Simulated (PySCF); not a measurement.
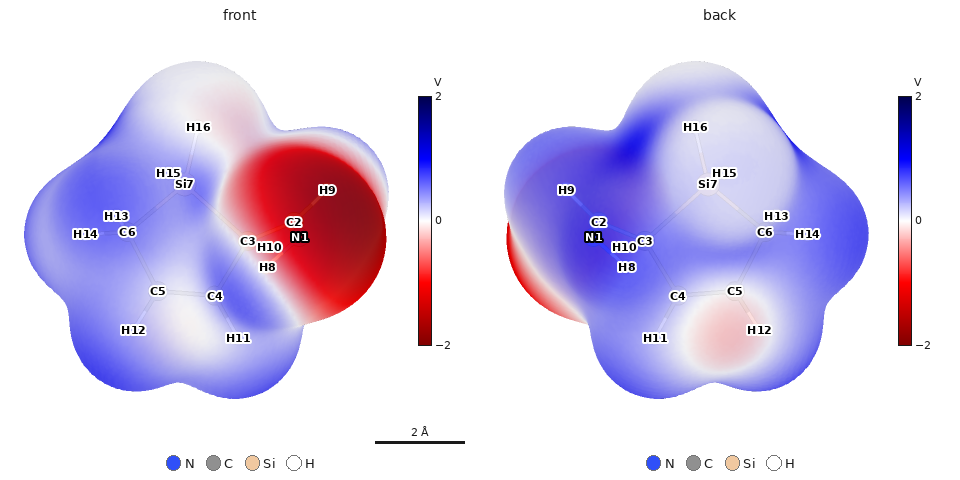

C5H9NSi (SMILES [H]/N=C\[C@H]1C=CC[SiH2]1). The molecular electrostatic potential painted on the density surface at 0.001 e/bohr³, seen from the front and from behind; red is negative and blue positive.

Geometry: PBE0-D3(BJ)/def2-SVP.

These are results of CAM-B3LYP/def2-SVPD, SCF density, gas phase in PySCF, not measurements.

Input file:

```
{"job": {"kind": "uv", "xc": "CAM-B3LYP", "basis": "def2-SVPD", "ip": true, "dynamic": true}, "charge": 0, "multiplicity": 1}
N      1.920387    -1.024513     1.370531
C      1.910749    -0.263705     0.356686
C      0.808184    -0.085591    -0.654117
C     -0.212730    -1.195629    -0.624452
C     -1.447133    -0.947898    -0.161612
C     -1.808471     0.445375     0.279522
Si    -0.288791     1.444291    -0.265512
H      1.039199    -1.553759     1.416555
H      2.800099     0.370916     0.191207
H      1.264883     0.026288    -1.653158
H      0.081436    -2.201127    -0.946466
H     -2.194011    -1.747982    -0.103286
H     -1.987058     0.490534     1.368088
H     -2.738553     0.795205    -0.198312
H     -0.557906     2.252125    -1.493726
H      0.290810     2.334030     0.783387
```

Run with:

```sh
OMP_NUM_THREADS=1 python probes_run.py task.json out
```

Q: Where is the surface potential most negative and most positive?

A: The most negative region (about −1.8 V) lies over N1, the most positive (about +0.9 V) over Si7. N1 is the likeliest acceptor of a hydrogen bond.

Q: How polar is the molecule by this calculation?

A: Its dipole moment is 2.96 D.
